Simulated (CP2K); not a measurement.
Consider chloroethane at its PBE geometry (Å).

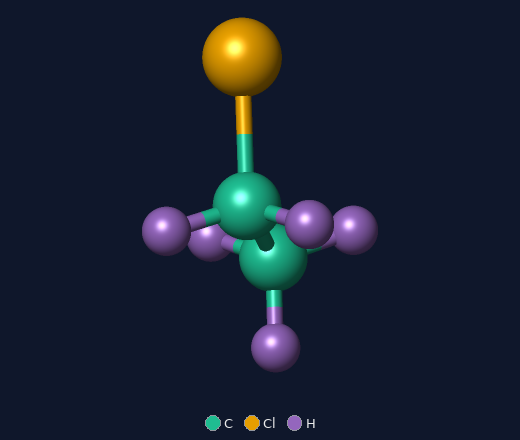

The molecule (carbon teal, chlorine orange, hydrogen purple).

```xyz
8

C     0.7844    0.1693    0.0558
C    -0.6505   -0.2968   -0.1029
Cl   -1.8254    0.9978    0.3736
H     1.0019    0.4382    1.0971
H     1.4690   -0.6400   -0.2415
H     0.9900    1.0421   -0.5767
H    -0.8785   -1.1580    0.5355
H    -0.8907   -0.5527   -1.1411
```

Method: CP2K XAS_TDP, all-electron GAPW, PBEh(45%), aug-pc-1, TDA, ZORA, spin–orbit coupling.

Q: Where do the Cl L₂,₃-edge lines lie, and how strong are they?

Leading lines: Cl3 198.79 eV. The leading line of an atom is its first one with 35 % of the strongest within 2.5 eV of its lowest line over the strength cut. 

The first six lines of each atom with a strength over 0.0003:

```csv
atom,energy (eV),states,"strength, one atom"
Cl3 (bonded to C),198.79,2,0.0062
,200.30,2,0.0040
,200.96,2,0.0010
,201.07,3,0.0006
,201.10,1,0.0012
,202.09,1,0.0004
```

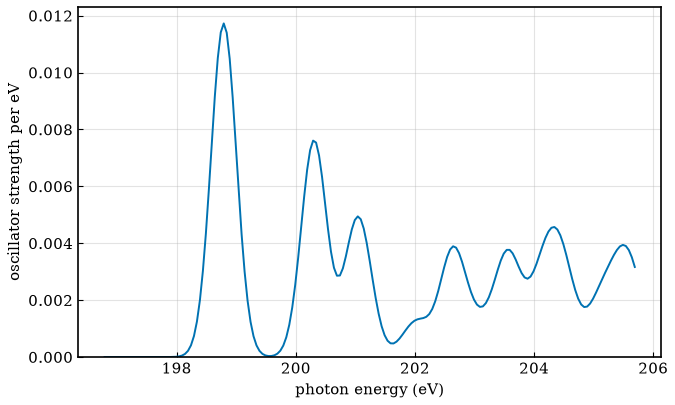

All atoms added, broadened by 0.5 eV.

Lines are vertical, at one geometry, with no vibrational structure. Without a correction of the core level, line positions, and the gaps between valence and Rydberg lines, follow the share of exact exchange. Rydberg lines, and the discretised continuum above threshold, depend on the basis and the box.

[Banner, clock and machine lines of the logs are left out without a mark of their own.]

[Logs are printed without paths, hosts, clocks, repeated set-up lines and the standing remarks that a program may print on its own settings, such as how far it seeks lower states.]

[Hosts, paths, dates, database ids (printed as entryN), source tags and the programs' standing remarks are cut or masked in the printed files.]
